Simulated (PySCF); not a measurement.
## Electronic structure of C$_{3}$H$_{7}$NSi$_{2}$ (SMILES C=C[SiH2][SiH2]C#N) in real space

```xyz
13

C    -1.5960    0.9636   -0.7310
C    -1.7233    0.1352    0.2937
Si   -0.3207   -0.8551    1.0689
Si    1.6032   -0.7725   -0.2178
C     2.0639    1.0066   -0.5533
N     2.3150    2.1087   -0.7458
H    -2.4295    1.5175   -1.1365
H    -0.6464    1.1379   -1.2144
H    -2.7067    0.0134    0.7340
H    -0.1006   -0.3524    2.4329
H    -0.7831   -2.2462    1.2033
H     2.8119   -1.3123    0.4159
H     1.5079   -1.3439   -1.5676
```

Geometry: GFN2-xTB.

Theory: PBE0/pcSseg-1, SCF density, gas phase, non-relativistic in PySCF.

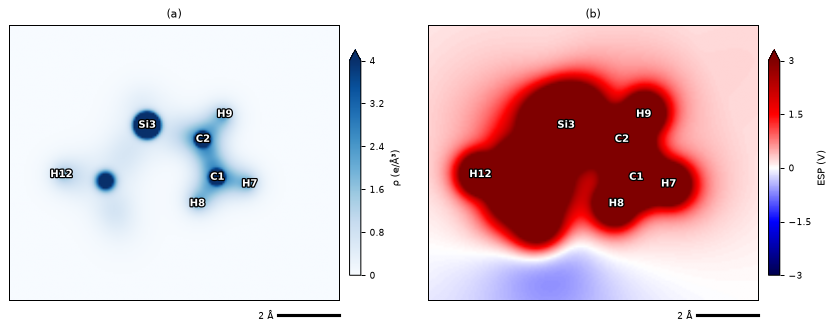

Figure 1. (a) electron density; (b) molecular electrostatic potential on the plane of atoms C1, C2 and H9.

Describe what can be read from this map.

Answer.
- The plane passes through C, Si and H nuclei.
- C–C (1.32 Å): ρ at the midpoint is about 2.3 e/Å³.
- C–Si (1.88 Å): ρ at the midpoint is about 0.93 e/Å³.
- C–H (1.08 Å): the density is about 2 e/Å³ at the midpoint.
- Outside the dense part of the molecule the potential is most negative (−0.6 V) near N6, which lies off the plane.

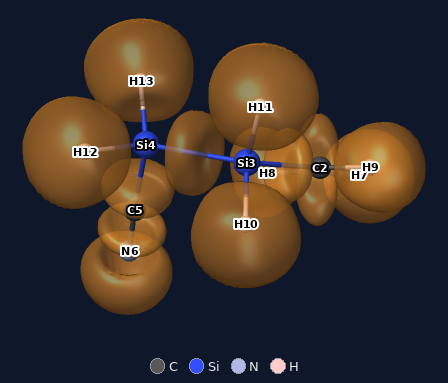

Figure 2. Isosurface of the ELF at 0.8 (orange), seen from one side. Only the valence region is drawn (cores and ρ < 0.01 e/Å³ removed).

Identify the bonds, lone pairs and shells in this picture.

Answer. At this value the surface marks out one region between bonded C–C atoms (shared pairs), one region between bonded C–N atoms (shared pairs), two regions between bonded C–Si atoms (shared pairs), one region between bonded Si–Si atoms (shared pairs), seven regions around hydrogen nuclei and one lobe on N, pointing away from the bonds (lone pairs). Along the contacts the grid gives the following. C–N (1.15 Å): the ELF peaks at about 0.85 between the atoms: a multiple bond. C–C (1.32 Å): the ELF peaks at about 0.90 between the atoms; a short, multiple covalent bond.

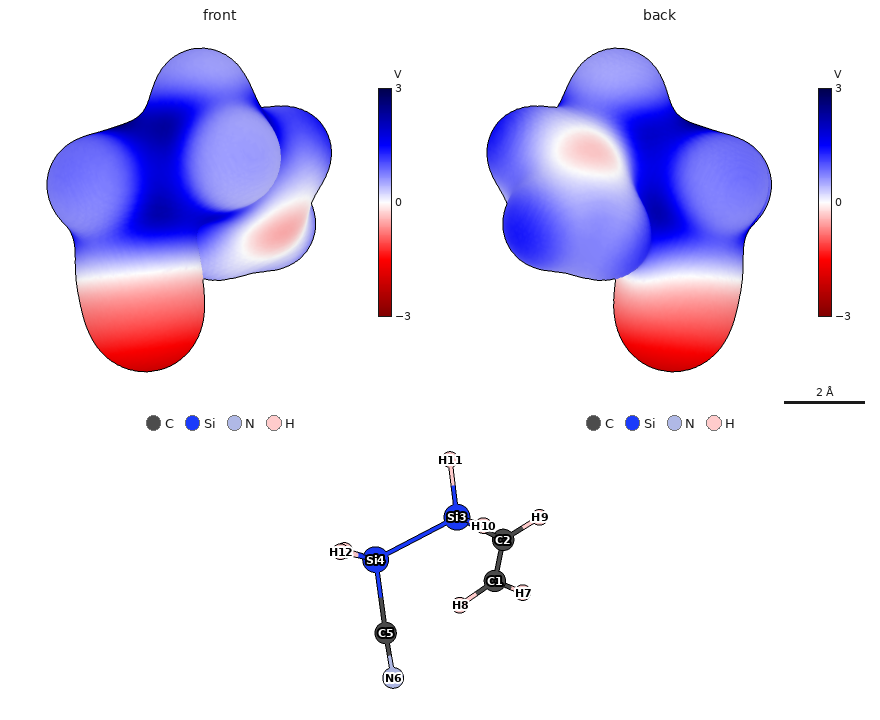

Figure 3. The molecular electrostatic potential painted on the density surface at 0.004 e/bohr³, seen from the front and from behind; the colour scale runs from red (negative) to blue (positive). The bare structure is drawn below in the same view.

Which sites attract a positive test charge, and which a negative one?

Answer. A positive charge is drawn to the negative regions and a negative charge to the positive ones. The most negative region (about −2.0 V, or −46 kcal/mol for a unit charge) lies over N6, the most positive (about +2.6 V, or +60 kcal/mol for a unit charge) over Si4. N6 is the likeliest acceptor of a hydrogen bond.
